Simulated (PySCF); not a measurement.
System: C5H8N2 (SMILES Cc1cc(C)[nH]n1).

The calculation's input:

```
{"job": {"kind": "sp", "xc": "wB97X", "basis": "ma-def2-TZVP", "d3": "d3bj", "grid": 2}, "charge": 0, "multiplicity": 1}
C      2.647238    -0.097405     0.021248
C      1.181171     0.170788    -0.005847
C      0.113550    -0.762866     0.033729
C     -1.041306    -0.000007    -0.011902
C     -2.484344    -0.367431     0.004309
N     -0.614165     1.284213    -0.072174
N      0.713988     1.411746    -0.071102
H      3.200368     0.845047    -0.084357
H      2.950261    -0.571821     0.967886
H      2.946858    -0.771097    -0.796254
H      0.177632    -1.847363     0.088565
H     -2.721161    -1.084085    -0.795843
H     -3.122774     0.516240    -0.140286
H     -2.769356    -0.830857     0.961344
H     -1.189420     2.114371    -0.121395
```

Run with:

```sh
OMP_NUM_THREADS=1 python redox_run.py task.json out
```

Geometry: PBE0-D3(BJ)/ma-def2-SVP.

These are results of DFT single point, gas phase, functional wB97X in PySCF, not measurements.

### What can the converged electron density and electron localisation function tell about the bonding?

C–N (1.33 Å): the density is about 2.6 e/Å³ at the midpoint; the ELF peaks at about 0.90 between the atoms; localised, covalent bonding.
N–N (1.33 Å): the density is about 2.6 e/Å³ at the midpoint; the ELF peaks at about 0.90 between the atoms: localised, covalent bonding.
C–C (1.38 Å): ρ at the midpoint is about 2.2 e/Å³; the ELF peaks at about 0.95 between the atoms; a covalent bond.
N–H (1.01 Å): the density is about 3 e/Å³ at the midpoint; the ELF climbs to about 1 towards the hydrogen, as it does in any bond to H; an ordinary covalent bond to hydrogen.

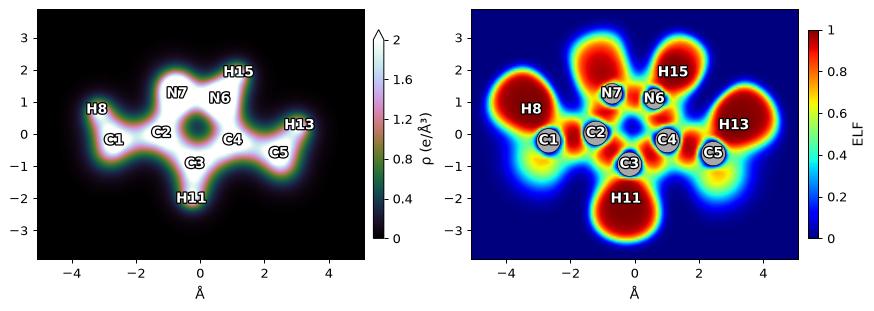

Computed electron density and electron localisation function on the plane of atoms C2, N7 and N6, in this order. Grey discs cover the atomic cores in the ELF map. 
